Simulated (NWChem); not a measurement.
**One shape, several levels: SiH4SeO3 (SMILES O[Si](O)(O)[SeH])**

We compute a comparison of 4 runs (HF/def2-SVP, PBE0/def2-SVP, PBE0/3-21G, MP2/STO-3G) of SiH4SeO3. 

Program for the calculation: NWChem 7.3.0.

**1. The system as given**

The species is SiH4SeO3 (9 atoms), meant as a singlet with charge 0. SMILES: `O[Si](O)(O)[SeH]`. The shape is that of a PBE0-D4/def2-TZVP optimisation. This is one conformer, not always the lowest.

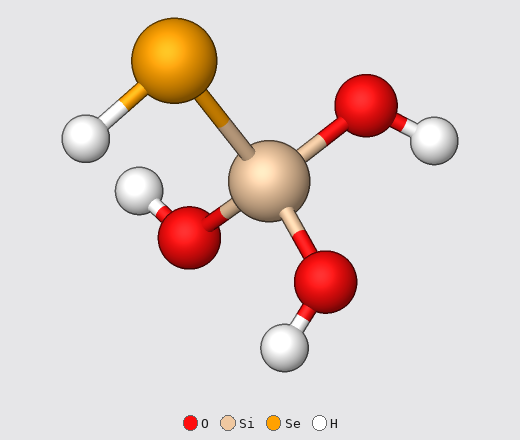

Viewed from a chosen angle; oxygen red, silicon light orange, selenium orange, hydrogen white.

**2. Energy and forces at HF/def2-SVP (run 1)**

run.py

```python
from ase import Atoms
from ase.calculators.nwchem import NWChem

mol = Atoms(['O', 'Si', 'O', 'O', 'Se', 'H', 'H', 'H', 'H'], positions=[
    [-0.635200, 0.736400, -1.154600],
    [0.222100, -0.085000, -0.028500],
    [1.838500, -0.069400, -0.218600],
    [-0.276100, -1.632400, -0.160400],
    [-0.024400, 0.890600, 2.004100],
    [-0.597300, 1.693300, -1.106700],
    [2.216900, -0.785600, -0.732600],
    [-1.173400, -1.772600, -0.467200],
    [-1.482500, 0.978300, 1.847400],
])

calc = NWChem(
    label='h4o3sesi',
    theory='scf',
    memory='2200 mb',
    basis='def2-SVP',
    basispar='spherical bse',
    scf={'nopen': '0', 'rhf': None, 'thresh': '1e-08', 'maxiter': '80'},
)
mol.calc = calc

forces = mol.get_forces()
e = mol.get_potential_energy()
print(f"E = {e:.6f} eV")
print("forces (eV/A):")
for s, f in zip(mol.symbols, forces):
    print(f"{s:2s} {f[0]:10.5f} {f[1]:10.5f} {f[2]:10.5f}")
print("dipole (e A):", mol.get_dipole_moment().round(4))
```

On the command line:

```bash
$ export ASE_NWCHEM_COMMAND="nwchem PREFIX.nwi > PREFIX.nwo"
$ python run.py
```

Output:

```text
E = -79329.515572 eV
forces (eV/A):
O     0.04731    0.94190    0.10048
Si    0.19941   -0.05379    0.12233
O     0.41822   -0.65136   -0.57896
O    -0.90107   -0.14270   -0.25680
Se   -0.45699    0.02772   -0.05471
H    -0.09050   -0.77436   -0.15668
H    -0.22754    0.60976    0.41642
H     0.75812    0.00041    0.23906
H     0.25305    0.04237    0.16882
dipole (e A): [-0.304   0.0119 -0.3499]
```

The calculator wrote h4o3sesi.nwi:

```
title "h4o3sesi"

permanent_dir h4o3sesi

scratch_dir h4o3sesi

start h4o3sesi

geometry units angstrom nocenter noautosym noautoz
  O  -6.3519999999999999e-01 7.3640000000000005e-01 -1.1546000000000001e+00
  Si 2.2209999999999999e-01 -8.5000000000000006e-02 -2.8500000000000001e-02
  O  1.8385000000000000e+00 -6.9400000000000003e-02 -2.1859999999999999e-01
  O  -2.7610000000000001e-01 -1.6324000000000001e+00 -1.6039999999999999e-01
  Se -2.4400000000000002e-02 8.9059999999999995e-01 2.0041000000000002e+00
  H  -5.9730000000000005e-01 1.6933000000000000e+00 -1.1067000000000000e+00
  H  2.2168999999999999e+00 -7.8559999999999997e-01 -7.3260000000000003e-01
  H  -1.1734000000000000e+00 -1.7726000000000000e+00 -4.6720000000000000e-01
  H  -1.4824999999999999e+00 9.7829999999999995e-01 1.8473999999999999e+00
end

memory 2200 mb

basis spherical bse noprint
   * library def2-SVP
end

scf
  nopen 0
  rhf
  thresh 1e-08
  maxiter 80
end

task scf gradient
```

h4o3sesi.nwo, shortened:

```text
[...]
      One-electron energy =  -4973.614638446949
[... 1 line left out ...]
 Nuclear repulsion energy =    458.886905892285
[... 56 lines left out ...]
                       ROHF Final Molecular Orbital Analysis
[... 237 lines left out ...]
     1   1 0 0     -0.574571      0.000000     16.367106
[...]
  wavefunction    =   RHF
                         RHF ENERGY GRADIENTS
    atom               coordinates                        gradient
                 x          y          z           x          y          z
   1 O      -1.200354   1.391594  -2.181878   -0.000920  -0.018317  -0.001954
   2 Si      0.419708  -0.160627  -0.053857   -0.003878   0.001046  -0.002379
   3 O       3.474261  -0.131147  -0.413094   -0.008133   0.012667   0.011259
[... 5 lines of this table left out ...]
   9 H      -2.801519   1.848719   3.491080   -0.004921  -0.000824  -0.003283
[...]
```

It took 42 s on 1 thread of Intel Xeon Platinum 8488C (Sapphire Rapids), shared host; peak memory 0.1 GiB.

**3. Energy and forces at PBE0/def2-SVP (run 2)**

job.xyz

```xyz
9
H4O3SeSi gradient
O     -0.635200     0.736400    -1.154600
Si     0.222100    -0.085000    -0.028500
O      1.838500    -0.069400    -0.218600
O     -0.276100    -1.632400    -0.160400
Se    -0.024400     0.890600     2.004100
H     -0.597300     1.693300    -1.106700
H      2.216900    -0.785600    -0.732600
H     -1.173400    -1.772600    -0.467200
H     -1.482500     0.978300     1.847400
```

job.nw

```
start job
title "H4O3SeSi gradient"
memory stack 880 mb heap 220 mb global 1100 mb
charge 0
geometry noautosym nocenter noautoz
 load format xyz job.xyz
end
basis spherical bse
 * library def2-SVP
end
dft
 xc pbe0
 mult 1
 grid fine
 convergence energy 1e-08
 iterations 100
 mulliken
 print low
end
task dft gradient
```

On the command line:

```bash
$ nwchem job.nw > job.out
```

Output:

```text
[...]
 d= 0,ls=0.0,diis     1  -2917.9656784248 -3.38D+03  1.25D-02  1.18D+00     6.2
[...]
 d= 0,ls=0.0,diis    10  -2918.0901401364 -8.60D-10  1.40D-07  2.81D-10    35.2
         Total DFT energy =    -2918.090140136365
      One electron energy =    -4973.775086344560
           Coulomb energy =     1731.721574217039
    Exchange-Corr. energy =     -134.923533901130
 Nuclear repulsion energy =      458.886905892286
[...]
      Total Density - Mulliken Population Analysis
     ---------------------------------------------
    Atom       Charge   Shell Charges
 -----------   ------   -------------------------------------------------------
    1 O    8     8.40   1.99  1.07  0.64  2.89  1.81  0.01
    2 Si  14    13.20   2.00  1.98  0.91 -0.06  5.93  1.18  0.65  0.62
    3 O    8     8.39   1.99  1.07  0.63  2.90  1.80  0.01
    4 O    8     8.39   1.99  1.07  0.63  2.89  1.80  0.01
    5 Se  34    34.29   2.00  2.00  1.99  1.40  0.49  6.00  5.97  2.00  2.38  8.17  1.77  0.12
    6 H    1     0.80   0.67  0.06  0.07
    7 H    1     0.80   0.67  0.05  0.07
    8 H    1     0.80   0.67  0.05  0.07
    9 H    1     0.94   0.69  0.23  0.02
[...]
                         DFT ENERGY GRADIENTS
    atom               coordinates                        gradient
                 x          y          z           x          y          z
   1 O      -1.200354   1.391594  -2.181878    0.006665  -0.003339   0.008260
   2 Si      0.419708  -0.160627  -0.053857    0.000894  -0.004155  -0.009509
   3 O       3.474261  -0.131147  -0.413094   -0.011294  -0.002845  -0.000296
   4 O      -0.521753  -3.084789  -0.303112    0.001409   0.011221   0.000096
   5 Se     -0.046109   1.682990   3.787200   -0.000669  -0.000583  -0.000967
   6 H      -1.128733   3.199873  -2.091360   -0.000057  -0.003194  -0.000033
   7 H       4.189334  -1.484569  -1.384413   -0.000890   0.002472   0.001682
   8 H      -2.217404  -3.349728  -0.882880    0.002656   0.000750   0.001040
   9 H      -2.801519   1.848719   3.491080    0.001286  -0.000325  -0.000273
 Task  times  cpu:       43.6s     wall:       43.6s
[...]
```

Wall time 44 s (1 thread of Intel Xeon Platinum 8488C (Sapphire Rapids), shared host); peak memory 0.13 GiB.

Run 3 isn't shown in full; the table further down has it.

**4. Energy and gradient at MP2/STO-3G (run 4)**

sp.nw

```
start sp
memory 2200 mb
charge 0

geometry units angstroms noautosym nocenter noautoz
 O     -0.635200     0.736400    -1.154600
 Si     0.222100    -0.085000    -0.028500
 O      1.838500    -0.069400    -0.218600
 O     -0.276100    -1.632400    -0.160400
 Se    -0.024400     0.890600     2.004100
 H     -0.597300     1.693300    -1.106700
 H      2.216900    -0.785600    -0.732600
 H     -1.173400    -1.772600    -0.467200
 H     -1.482500     0.978300     1.847400
end

basis "ao basis" spherical bse
 O library STO-3G
 Si library STO-3G
 Se library STO-3G
 H library STO-3G
end

scf
 thresh 1e-08
 maxiter 80
end

mp2
 freeze core 17
 tight
end

task mp2 gradient
```

On the command line:

```bash
$ nwchem sp.nw > sp.out
```

Output:

```text
[...]
  functions       =    46
[...]
  wavefunction    = RHF
[...]
         Total SCF energy =  -2883.090709368900
      One-electron energy =  -4951.250634633090
      Two-electron energy =   1609.273019371905
 Nuclear repulsion energy =    458.886905892285
        Time for solution =      5.1s
[...]
          Total MP2 energy         -2883.241419159428
[...]
                         mp2 ENERGY GRADIENTS
    atom               coordinates                        gradient
                 x          y          z           x          y          z
   1 O      -1.200354   1.391594  -2.181878    0.019946   0.046021   0.027766
   2 Si      0.419708  -0.160627  -0.053857    0.006779  -0.009099  -0.011159
   3 O       3.474261  -0.131147  -0.413094   -0.014027  -0.046367  -0.026904
   4 O      -0.521753  -3.084789  -0.303112   -0.048867   0.026045  -0.016416
   5 Se     -0.046109   1.682990   3.787200    0.010563  -0.003048  -0.006047
   6 H      -1.128733   3.199873  -2.091360   -0.008816  -0.049512  -0.009967
   7 H       4.189334  -1.484569  -1.384413   -0.007600   0.041010   0.028830
   8 H      -2.217404  -3.349728  -0.882880    0.048558  -0.004928   0.016337
   9 H      -2.801519   1.848719   3.491080   -0.006536  -0.000121  -0.002440
[...]
```

Run time: 14 s. Hardware: 1 thread of Intel Xeon Platinum 8488C (Sapphire Rapids), shared host; peak memory 0.12 GiB.

**5. Overview of the runs**

```
run          level  iteration cap  module   energy (Eh)  dipole moment (D)  HOMO energy (eV)  LUMO energy (eV)  wall time
  1    HF/def2-SVP             80     scf  -2915.305950               2.23             -9.67              3.87       42 s
  2  PBE0/def2-SVP            100     dft  -2918.090140                  –                 –                 –       44 s
  3     PBE0/3-21G            100     dft  -2904.427077               2.72             -6.96              0.85       30 s
  4     MP2/STO-3G             80     mp2  -2883.241419               2.72             -7.32              9.30       14 s
```

**6. Results**

| quantity | value |
| --- | --- |
| run 4: total energy | -2883.24142 Eh |
| run 4: dipole moment (of the density that the program reports) | 2.72 D |
| run 4: HOMO energy (Hartree–Fock orbitals) | -7.32 eV |
| run 4: LUMO energy (Hartree–Fock orbitals) | 9.30 eV |
| run 4: HOMO–LUMO gap (Hartree–Fock orbitals) | 16.61 eV |
| run 4: correlation energy (17 core orbitals frozen) | -150.7 mEh |
| run 4: largest force on an atom | 2.970 eV/Å |

**Reading.** Over runs 1, 3, 4 the dipole moment (its size) runs from 2.23 D (HF/def2-SVP) to 2.72 D (MP2/STO-3G). The two ends differ in method and basis. In run 4 the basis is minimal, so the values are rough. All runs together took 2.2 min, the longest 44 s.
